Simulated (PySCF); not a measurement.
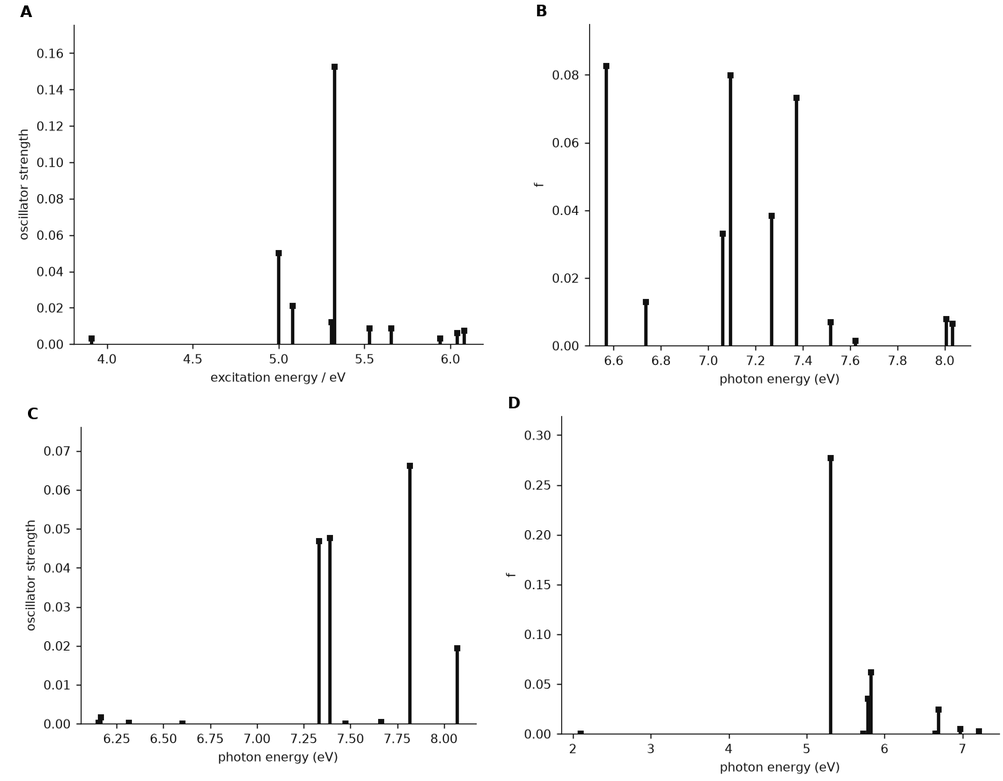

Vertical TDDFT excitations, CAM-B3LYP/def2-SVPD with PySCF 2.14.0, at a PBE0-D3(BJ)/def2-SVP geometry (no frequency check), gas phase. Each panel shows the lowest singlet states that were computed.

### Assign the panels.
1. C₂H₅BrOSi, SMILES C=CO[SiH2]Br
2. C₄H₁₃NSi₄, SMILES C#C[Si]1(N(C)C)[SiH2][SiH2][SiH2]1
3. C₄H₁₀BBr, SMILES CB(C)CCBr
4. C₅H₁₀Se, SMILES CC(C)(C)C=[Se]

A: 2 (S1 at 3.91 eV, brightest at 5.32 eV)
B: 1 (S1 at 6.57 eV, brightest at 6.57 eV)
C: 3 (S1 at 6.15 eV, brightest at 7.82 eV)
D: 4 (S1 at 2.10 eV, brightest at 5.31 eV)

Caveats, for all or some of the runs: core orbitals are frozen in the response; one conformer of a flexible molecule; spin-orbit coupling is left out, and with Br it can shift these levels and split any degenerate set; spin-orbit coupling is left out, and with Se it can shift these levels and split any degenerate set.
